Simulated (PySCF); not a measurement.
**SiH3O− (SMILES [O-][SiH3]) at M06-2X/STO-3G**

What is the vertical ionisation energy of SiH3O− at M06-2X/STO-3G? The job is set up through a Python script.

Program for the calculation: PySCF 2.14.0.

11 further runs of the same task are left out: 2 that didn't finish, 9 set aside as unsound or not needed.

### 1 The structure to begin with

The species is SiH3O− (5 atoms), meant as a singlet with charge -1. As SMILES, `[O-][SiH3]`. Geometry: relaxed at GFN2-xTB.

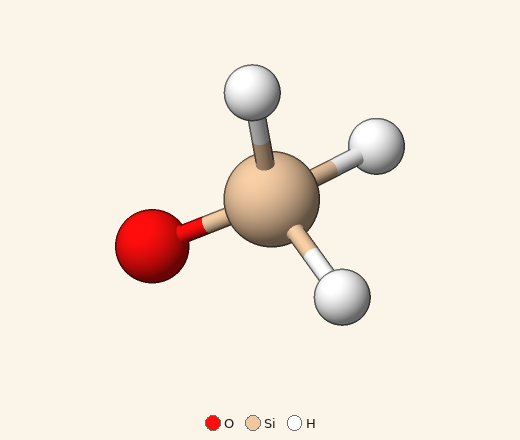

Viewed from a chosen angle; oxygen red, silicon light orange, hydrogen white.

### 2 The energy at M06-2X/STO-3G

Contents of input.py:

```python
from pyscf import gto, dft

system = gto.M(
    atom='''
O   -1.444170   0.271390   0.700100
Si  -0.082700   0.015600   0.039800
H   -0.104440  -0.247420  -1.452600
H    0.697830  -1.174610   0.561420
H    0.933480   1.135040   0.151280
''',
    verbose=4,
    basis='sto-3g',
    max_memory=1860,
    charge=-1,
)

mf = dft.RKS(system, xc='m06-2x')
mf.conv_tol = 1e-10
mf.grids.level = 5
mf.kernel()
if not mf.converged:
    mf = mf.newton().run(mf.mo_coeff, mf.mo_occ)

etot = mf.e_tot
print('E = %.10f Eh' % etot)
```

Run with:

```console
$ OMP_NUM_THREADS=1 python input.py
```

Output:

```text
PySCF version 2.14.0

[INPUT] num. atoms = 5
[INPUT] num. electrons = 26
[INPUT] charge = -1
[INPUT] spin (= nelec alpha-beta = 2S) = 0
[INPUT] symmetry False subgroup None
[INPUT] Mole.unit = angstrom
[INPUT] Symbol           X                Y                Z      unit          X                Y                Z       unit  Magmom
[INPUT]  1 O     -1.444170000000   0.271390000000   0.700100000000 AA   -2.729085777313   0.512852772946   1.322997259808 Bohr   0.0
[INPUT]  2 Si    -0.082700000000   0.015600000000   0.039800000000 AA   -0.156280350502   0.029479727543   0.075211099758 Bohr   0.0
[INPUT]  3 H     -0.104440000000  -0.247420000000  -1.452600000000 AA   -0.197362996450  -0.467556037740  -2.745016168543 Bohr   0.0
[INPUT]  4 H      0.697830000000  -1.174610000000   0.561420000000 AA    1.318707581505  -2.219691203175   1.060930040853 Bohr   0.0
[INPUT]  5 H      0.933480000000   1.135040000000   0.151280000000 AA    1.764021542759   2.144914740426   0.285877768124 Bohr   0.0

nuclear repulsion = 58.8634692389451
number of shells = 11
number of NR pGTOs = 51
number of NR cGTOs = 17
basis = sto-3g
ecp = {}

******** <class 'pyscf.dft.rks.RKS'> ********
method = RKS
initial guess = minao
damping factor = 0
level_shift factor = 0
DIIS = <class 'pyscf.scf.diis.CDIIS'>
diis_start_cycle = 1
diis_space = 8
diis_damp = 0
SCF conv_tol = 1e-10
SCF conv_tol_grad = None
SCF max_cycles = 50
direct_scf = True
direct_scf_tol = 1e-13
XC library pyscf.dft.libxc version 7.0.0
    S. Lehtola, C. Steigemann, M. J.T. Oliveira, and M. A.L. Marques.,  SoftwareX 7, 1–5 (2018)
XC functionals = m06-2x
    Y. Zhao and D. G. Truhlar.,  Theor. Chem. Acc. 120, 215 (2008)
    Y. Zhao and D. G. Truhlar.,  Theor. Chem. Acc. 120, 215 (2008)
radial grids:
    Treutler-Ahlrichs [JCP 102, 346 (1995); DOI:10.1063/1.469408] (M4) radial grids

becke partition: Becke, JCP 88, 2547 (1988); DOI:10.1063/1.454033
pruning grids: <function nwchem_prune>
grids dens level: 5
symmetrized grids: False
atomic radii adjust function: <function treutler_atomic_radii_adjust>
small_rho_cutoff = 0
Set gradient conv threshold to 1e-05
Initial guess from minao.
tot grids = 157152
init E= -361.800892292596
  HOMO = -0.312076710246325  LUMO = 0.207751257649241  gap/eV = 14.14524
cycle= 1 E= -361.685158518349  delta_E= 0.116  |g|= 0.641  |ddm|= 2.49
  HOMO = 0.410901164751491  LUMO = 0.59819262410971  gap/eV = 5.09646
cycle= 2 E= -361.063611178428  delta_E= 0.622  |g|= 1.77  |ddm|= 3.62
  HOMO = 0.235801650233559  LUMO = 0.653341334223648  gap/eV = 11.36183
cycle= 3 E= -361.889913507276  delta_E= -0.826  |g|= 0.115  |ddm|= 2.25
  HOMO = 0.178162263416522  LUMO = 0.659810476004547  gap/eV = 13.10632
cycle= 4 E= -361.894958374124  delta_E= -0.00504  |g|= 0.00812  |ddm|= 0.22
  HOMO = 0.180261643174131  LUMO = 0.659739250701724  gap/eV = 13.04725
cycle= 5 E= -361.895001700224  delta_E= -4.33e-05  |g|= 0.0025  |ddm|= 0.0269
  HOMO = 0.181110906554919  LUMO = 0.659596511771575  gap/eV = 13.02026
cycle= 6 E= -361.895004311416  delta_E= -2.61e-06  |g|= 0.00015  |ddm|= 0.00601
  HOMO = 0.181168812770874  LUMO = 0.659611762123596  gap/eV = 13.01910
cycle= 7 E= -361.895004323616  delta_E= -1.22e-08  |g|= 4.52e-05  |ddm|= 0.000454
  HOMO = 0.181148977327684  LUMO = 0.659610135073249  gap/eV = 13.01959
cycle= 8 E= -361.895004324498  delta_E= -8.83e-10  |g|= 3.98e-06  |ddm|= 9.38e-05
  HOMO = 0.181147521463389  LUMO = 0.659610230751752  gap/eV = 13.01963
cycle= 9 E= -361.895004324505  delta_E= -6.31e-12  |g|= 1.02e-07  |ddm|= 6.82e-06
  HOMO = 0.181147524248675  LUMO = 0.659610220805591  gap/eV = 13.01963
Extra cycle  E= -361.895004324504  delta_E= 9.66e-13  |g|= 4.71e-08  |ddm|= 3.28e-07
converged SCF energy = -361.895004324504
E = -361.8950043245 Eh
```

Wall time 3.6 s (1 thread of Arm Neoverse V1, shared host); peak memory 0.19 GiB.

### 3 Doublet neutral SiH3O at the same level

Contents of run.py:

```python
from pyscf import gto, dft

system = gto.M(
    atom='''
O     -2.729086     0.512853     1.322997
Si    -0.156280     0.029480     0.075211
H     -0.197363    -0.467556    -2.745016
H      1.318708    -2.219691     1.060930
H      1.764022     2.144915     0.285878
''',
    max_memory=1860,
    spin=1,
    unit='bohr',
    verbose=4,
    charge=0,
    basis='sto-3g',
)

mf = dft.UKS(system)
mf.xc = 'm06-2x'
mf.conv_tol = 1e-10
mf.grids.level = 5
mf.kernel()
if not mf.converged:
    mf = mf.newton().run(mf.mo_coeff, mf.mo_occ)

energy = mf.e_tot
print('E = %.10f Eh' % energy)
```

Run with:

```console
$ OMP_NUM_THREADS=1 python run.py
```

Output:

```text
PySCF version 2.14.0

[INPUT] num. atoms = 5
[INPUT] num. electrons = 25
[INPUT] charge = 0
[INPUT] spin (= nelec alpha-beta = 2S) = 1
[INPUT] symmetry False subgroup None
[INPUT] Mole.unit = bohr
[INPUT] Symbol           X                Y                Z      unit          X                Y                Z       unit  Magmom
[INPUT]  1 O     -1.444170117841   0.271390120152   0.700099862516 AA   -2.729086000000   0.512853000000   1.322997000000 Bohr   0.0
[INPUT]  2 Si    -0.082699814523   0.015600144178   0.039799947211 AA   -0.156280000000   0.029480000000   0.075211000000 Bohr   0.0
[INPUT]  3 H     -0.104440001879  -0.247419980029  -1.452599910811 AA   -0.197363000000  -0.467556000000  -2.745016000000 Bohr   0.0
[INPUT]  4 H      0.697830221458  -1.174609892484   0.561419978381 AA    1.318708000000  -2.219691000000   1.060930000000 Bohr   0.0
[INPUT]  5 H      0.933480241962   1.135040137360   0.151280122703 AA    1.764022000000   2.144915000000   0.285878000000 Bohr   0.0

nuclear repulsion = 58.8634632212757
number of shells = 11
number of NR pGTOs = 51
number of NR cGTOs = 17
basis = sto-3g
ecp = {}

[... 34 lines left out ...]
WARN: beta  nocc = 12  HOMO -0.312180021137094 >= LUMO -0.312076702042143
[... 1 line left out ...]
WARN: HOMO -0.312076702042142 >= LUMO -0.312076702042143
[... 86 lines left out ...]
converged SCF energy = -362.006464989767  <S^2> = 0.75354807  2S+1 = 2.0035449
E = -362.0064649898 Eh
```

Run time: 11 s. Hardware: 1 thread of Arm Neoverse V1, shared host; peak memory 0.21 GiB.

### 4 Summary of results

At M06-2X/STO-3G:

```
                                                             quantity          value
                                         singlet SiH3O−: total energy  -361.89500 Eh
                                          singlet SiH3O−: HOMO energy        4.93 eV
                                          singlet SiH3O−: LUMO energy       17.95 eV
singlet SiH3O−: HOMO–LUMO gap (to an unbound level, set by the basis)       13.02 eV
                                  doublet neutral SiH3O: total energy  -362.00646 Eh
                                 doublet neutral SiH3O: dipole moment         0.40 D
            doublet neutral SiH3O: HOMO energy (highest over α and β)       -6.32 eV
             doublet neutral SiH3O: LUMO energy (lowest over α and β)        1.20 eV
                                          doublet neutral SiH3O: ⟨S²⟩          0.754
                  vertical detachment energy (to the doublet neutral)      -3.033 eV
```

The species is unbound against losing an electron at this level, by 3.03 eV (−293 kJ/mol); missing correlation or diffuse functions can give that sign where the real anion is bound. In a minimal basis such a difference can be off by several eV, whatever the method. The HOMO (singlet SiH3O−) lies at positive energy, 4.93 eV; only total energies tell whether the electron is bound.
